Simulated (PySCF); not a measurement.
C6H7FO2, charge +1, doublet, SMILES `C=C(C)C(=O)O[C]([CH2+])F`.

PySCF calculation, B3LYP/6-31G*, gas phase; geometry: GFN2-xTB. No frequency check shows the geometry to be a minimum. GFN2-xTB doesn't know the spin state, so this open-shell geometry is rough.

Cartesian coordinates (Å):

```
C1       1.8774   -1.5877   -0.4683
C2       1.7897   -0.3225   -0.0260
C3       2.9054    0.5341    0.4093
C4       0.4616    0.3791   -0.0059
O5       0.3150    1.5547    0.0424
O6      -0.5683   -0.5390   -0.0342
C7      -1.8523   -0.1654    0.0247
C8      -2.8118   -0.9342    0.5708
F9      -2.1290    0.9851   -0.5477
H10      1.0111   -2.2108   -0.6303
H11      2.8329   -2.0240   -0.7222
H12      2.8794    0.7104    1.4904
H13      2.7904    1.5293   -0.0328
H14      3.8674    0.0824    0.1785
H15     -3.8452   -0.6371    0.4976
H16     -2.5680   -1.8633    1.0554
```

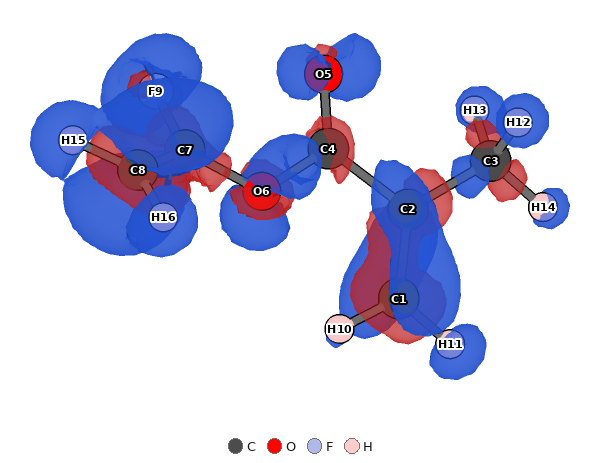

Fukui function f⁺ = ρ(N+1) − ρ(N) at fixed geometry, surfaces at ±0.02 e/Å³ (blue positive, red negative).

> Which atoms respond most to the addition of an electron?

f⁺ (Hirshfeld-condensed) is largest on C8 (0.20); the vertical electron affinity is 8.74 eV (to the singlet neutral species, which needn't be its lowest state; rough: the basis has no diffuse functions). Condensed values hint at sites of nucleophilic attack but needn't mark the atom that reacts. Orbital relaxation makes it negative in places (0.19 e in all).

```tsv
atom	f⁺	charge
C1	+0.10	+0.03
C2	+0.06	+0.07
C3	+0.03	−0.06
C4	+0.02	+0.24
O5	+0.07	−0.17
O6	+0.06	−0.03
C7	+0.10	+0.26
C8	+0.20	+0.05
F9	+0.08	+0.02
H10	+0.03	+0.07
H11	+0.04	+0.09
H12	+0.03	+0.08
H13	+0.03	+0.07
H14	+0.03	+0.07
H15	+0.07	+0.11
H16	+0.06	+0.11
```

Cost of the run: 2.7 min on 1 thread of AMD EPYC (Zen 3), with other jobs on the host, peak memory 0.73 GiB.
